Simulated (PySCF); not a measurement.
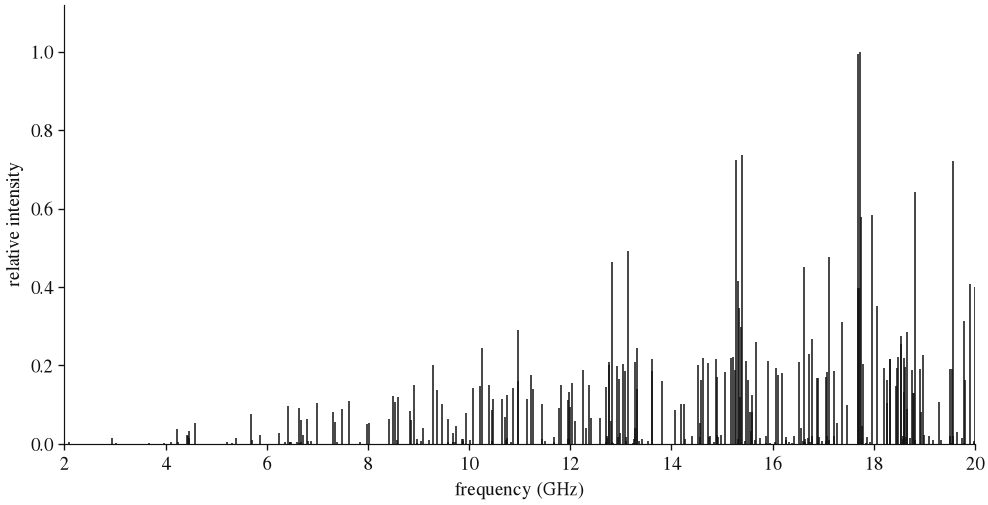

Simulated rotational absorption lines between 2 and 20 GHz at 5 K: rigid rotor with the equilibrium constants and dipole of one optimised conformer (PBE0-D3(BJ)/def2-SVP, PySCF), commonest isotopes; no centrifugal distortion, hyperfine structure, internal rotation or nuclear-spin weights; lines within 1 MHz of each other are summed.

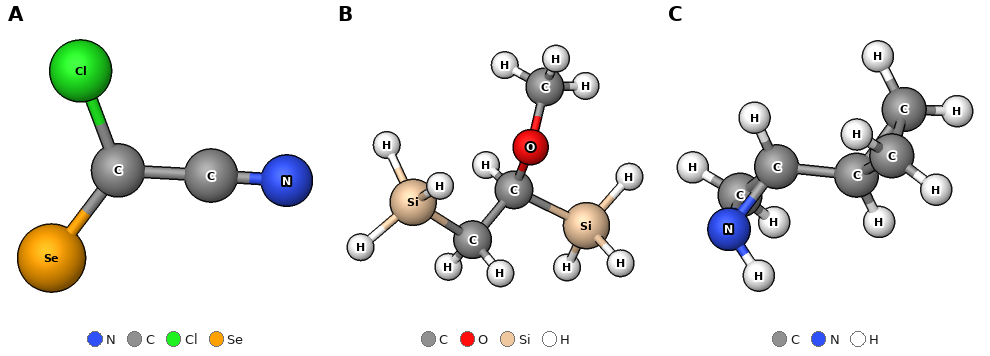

Question: Which molecule gives this spectrum? Choose among the lettered structures.

Answer: Structure A, C₂ClNSe, SMILES N#CC(Cl)=[Se]. Rotational constants A, B, C = 3.263, 1.848, 1.180 GHz, |μa|, |μb|, |μc| = 1.18, 1.96, 0.00 D.

Caveats: coarse grid, loose stop and no frequency check, small forces are noise and the end may be a saddle.
